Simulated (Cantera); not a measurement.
Charge: 1 mol CsCl, 1.1 mol H2, held at 10.0 Pa.

These are equilibrium values from Cantera (NASA tables, ideal gas, pure condensed phases), not measurements of a reactor. Candidate condensed phases: Cs, CsCl; 9 gas species. Equilibrium is a limit: real reactors are often held back by kinetics, nucleation or transport.

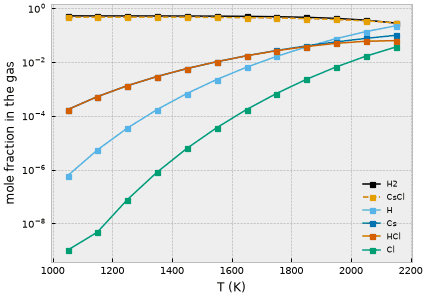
*Equilibrium gas composition (values under 1e-9 drawn at 1e-9)*

Read off the mole fractions at 1150 K.

H2 about 0.52, CsCl about 0.47, Cs about 0.00052, HCl about 0.00052, H about 5.4e-6.
